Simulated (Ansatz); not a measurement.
# SiHOF$_{3}$: one change and its effect

System: SiHOF$_{3}$, SMILES O[Si](F)(F)F.
Method of run 1: RKS PBE0-D4/def2-TZVPP (Ansatz 0.2.0).

The geometry comes from this level: PBE0-D4/def2-TZVP. Text and figures count atoms from 1; the logs count them from 0 in places.

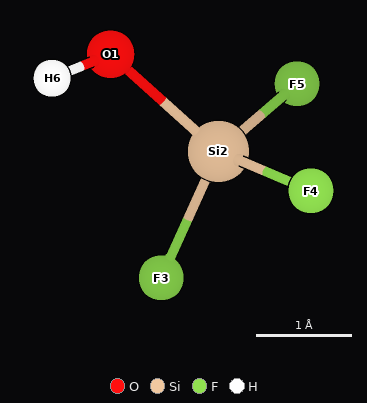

Figure 1. The structure as given in the input (ball-and-stick view, seen at a tilt; atoms are numbered from 1 in the order of the input). Bond lengths as drawn: F–Si 1.56 to 1.57 Å, H–O 0.96 Å and O–Si 1.60 Å.

### The input, run 1
```yaml
crystal:
  periodic: [false, false, false]
  atoms:
    - {symbol: O, position_ang: [-0.219787, 0.531710, 1.122367]}
    - {symbol: Si, position_ang: [0.217851, -0.093366, -0.288655]}
    - {symbol: F, position_ang: [-0.639065, 0.464289, -1.482854]}
    - {symbol: F, position_ang: [0.075550, -1.658655, -0.320696]}
    - {symbol: F, position_ang: [1.718478, 0.281147, -0.527359]}
    - {symbol: H, position_ang: [-1.111026, 0.410876, 1.450996]}
basis:
  gaussian: {orbitals: def2-TZVPP}
hamiltonian: {xc: pbe0, dispersion: d4}
output: {orbitals: {seedname: orbitals}}
```

Hardware: 2 CPU threads, shared host.

### Output (run 1)
```
Functional definition: PBE0
  parameter a = 0.25
  parameter kappa = 0.804
  parameter beta = 0.06672455060314922
  exchange = (1 - a)*pbe_x(kappa = kappa, mu = beta*pi^2/3) + a*exact_x
  correlation = pbe_c(beta = beta)
969 factors; their error is unknown
mean field evaluation 1: about -18083.8885 eV, gradient 6.9e1 eV
mean field evaluation 2: about -18076.9918 eV, gradient 9.6e1 eV
mean field evaluation 4: about -18090.3890 eV, gradient 3.3e0 eV
mean field evaluation 8: about -18090.4568 eV, gradient 2.1e-2 eV
mean field -18090.45679140 eV, -664.8120249320 hartree, gradient 5.5e-5 eV, S^2 0.000000; 0 other end points of the search recorded, 0 dependent functions left out
reference -18090.45681266 eV, -664.8120257131 hartree; 25, 25 occupied and 155, 155 virtual orbitals, 969 factors
Total energy: -18090.54485512 eV, -664.8152612139 hartree
```

Run 2 used a changed input.

### The two runs side by side

```csv
quantity,run 1,run 2
outcome,converged,converged
total energy (hartree),−664.815261,−664.211689
HOMO (eV),−10.70,−10.48
LUMO (eV),0.18,0.66
basis functions,180,79
wall time (shared host),1.4 s,0.6 s
```

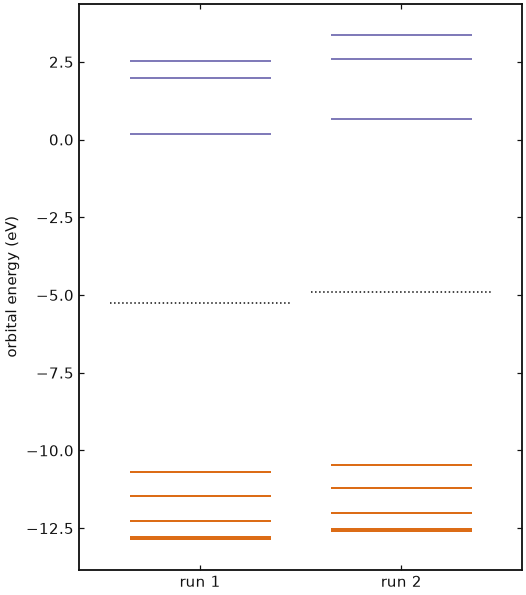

Figure 2. The five highest filled and three lowest empty orbital energies of the two runs; the dotted lines part filled from empty levels. The HOMO–LUMO gap is 10.88 eV in run 1 and 11.14 eV in run 2.

What was changed in the input?

The change (lines with − go, lines with + come):
```diff
-  gaussian: {orbitals: def2-TZVPP}
+  gaussian: {orbitals: def2-SVP}
```

The total energy of run 2 is 378.7 kcal/mol higher, which measures the change of basis and not a stability. The HOMO goes from −10.70 to −10.48 eV. The LUMO goes from 0.18 to 0.66 eV. The basis functions go from 180 to 79.

### Output (run 2)
```
Functional definition: PBE0
  parameter a = 0.25
  parameter kappa = 0.804
  parameter beta = 0.06672455060314922
  exchange = (1 - a)*pbe_x(kappa = kappa, mu = beta*pi^2/3) + a*exact_x
  correlation = pbe_c(beta = beta)
731 factors; integrals over basis functions are off by at most 7.8e-4 eV
mean field evaluation 1: about -18068.1813 eV, gradient 6.1e1 eV
mean field evaluation 2: about -18063.5182 eV, gradient 8.1e1 eV
mean field evaluation 4: about -18073.9731 eV, gradient 2.1e0 eV
mean field evaluation 8: about -18074.0327 eV, gradient 1.2e-1 eV
mean field evaluation 16: about -18074.0328 eV, gradient 1.3e-5 eV
mean field -18074.03275550 eV, -664.2084527453 hartree, gradient 1.3e-5 eV, S^2 0.000000; 0 other end points of the search recorded, 0 dependent functions left out
reference -18074.03277414 eV, -664.2084534304 hartree; 25, 25 occupied and 54, 54 virtual orbitals, 731 factors
Total energy: -18074.12081661 eV, -664.2116889311 hartree
```
